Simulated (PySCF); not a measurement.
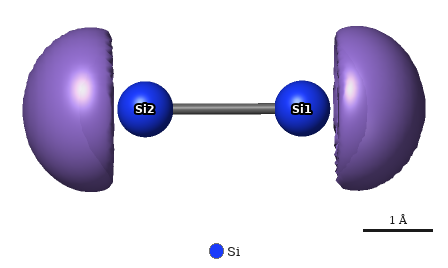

Figure. Si2 (charge +1, quartet). Isosurface of the electron localisation function at 0.9 (purple), seen from one side. Core shells and regions of very low density are left out.

Level of theory: PySCF 2.14.0, PBE0/cc-pVDZ(-PP), non-relativistic Hamiltonian with scalar-relativistic core potentials where named, at a bond length of 2.281 Å.

```xyz
2

Si    0.0000    0.0000   -1.1405
Si    0.0000    0.0000    1.1405
```

Describe the localisation domains.

Answer. At this value the surface marks out two lobes on Si, pointing away from the bonds (non-bonding electrons). Along the contacts the grid gives the following. Si–Si (2.28 Å): the ELF peaks at about 0.80 between the atoms; a covalent bond.
